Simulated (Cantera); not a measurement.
Charge: 1 mol BF3, 1.1 mol H2O, 2 mol N2, equilibrated at 0.00150 bar.

Equilibrium computed with Cantera from the NASA thermochemical tables; the gas is ideal and each condensed phase is pure. Candidate condensed phases: B, BN, B2O3, B3O3H3, H2O; 62 gas species. The tables' values for BF2 are old estimates; treat these amounts as uncertain. The numbers say what is thermodynamically allowed, not how fast it happens.

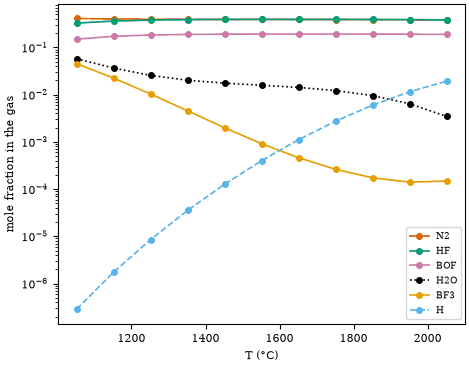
Equilibrium gas composition (values under 1e-9 drawn at 1e-9)

From 1052 °C to 2052 °C nothing is condensed. The main B-bearing gas is BOF throughout.
